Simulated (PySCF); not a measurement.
**CH₆Al₂Cl₂O (SMILES C[O][AlH-]1[Cl+][AlH2-][Cl+]1): density, localisation and related maps**

```yaml
atoms:
  - { symbol: C, position_ang: [-2.5670, -0.9135, 0.1069] }
  - { symbol: O, position_ang: [-1.4018, -0.1410, 0.0615] }
  - { symbol: Al, position_ang: [-0.0916, 0.8409, -0.0101] }
  - { symbol: Cl, position_ang: [1.2951, 0.6824, 1.7075] }
  - { symbol: Al, position_ang: [2.9185, 0.2073, 0.3353] }
  - { symbol: Cl, position_ang: [1.5317, 0.1399, -1.3425] }
  - { symbol: H, position_ang: [-2.3388, -1.9185, 0.4669] }
  - { symbol: H, position_ang: [-3.2899, -0.4475, 0.7793] }
  - { symbol: H, position_ang: [-3.0037, -0.9798, -0.8915] }
  - { symbol: H, position_ang: [-0.2855, 2.3171, -0.2896] }
  - { symbol: H, position_ang: [3.4018, -1.2289, 0.6275] }
  - { symbol: H, position_ang: [3.8325, 1.4411, 0.1875] }
```

Geometry: GFN2-xTB.

Computed with PBE0/pcSseg-1, SCF density, gas phase, non-relativistic in PySCF.

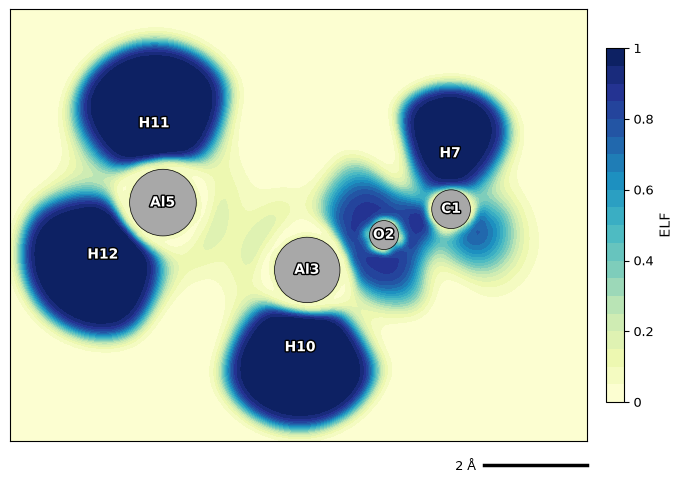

Figure 1. Electron localisation function on the plane of atoms H11, Al5 and H12. Grey discs cover the atomic cores.

**Describe what can be read from this map.**

- The section cuts through C, O, Al and H sites.
- C–O (1.40 Å): the ELF peaks at about 0.90 between the atoms; a polar covalent bond.
- Al–O (1.64 Å): the ELF peaks at about 0.80 in the valence shell of O, 0.5 Å from its nucleus, and is about 0.30 at the midpoint.
- C–H (1.09 Å): the ELF climbs to about 1 towards the hydrogen, as it does in any bond to H (a covalent bond by its length).
- Al–H (1.51 Å): the ELF climbs to about 1 towards the hydrogen.
- The ELF also peaks beside O2, away from the bonds: lone-pair regions.

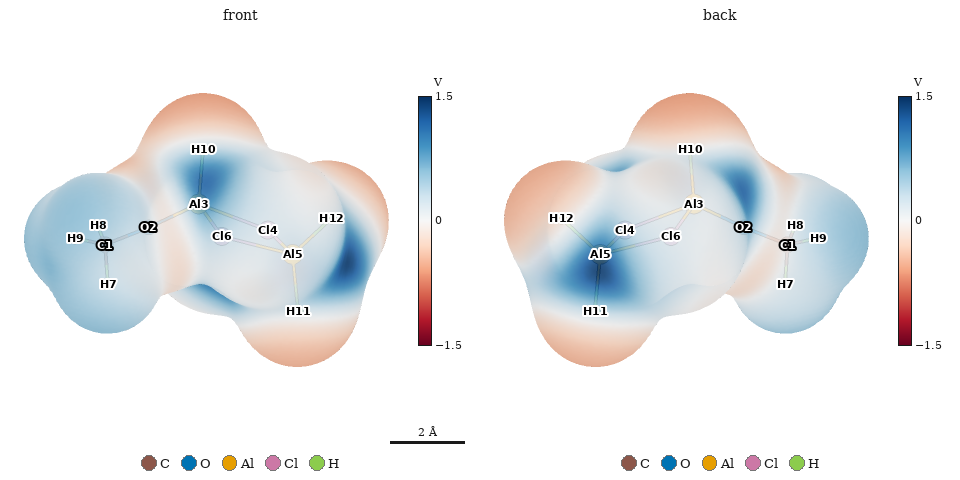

Figure 2. The electrostatic potential painted on the density surface at 0.001 e/bohr³, seen from the front and from behind; red is negative and blue positive.

**Where is the surface potential most negative and most positive?**

The most negative region (about −0.6 V, or −14 kcal/mol for a unit charge) lies over H10, the most positive (about +1.3 V, or +30 kcal/mol for a unit charge) over Al5.

**How polar is the molecule by this calculation?**

Its dipole moment is 1.66 D.
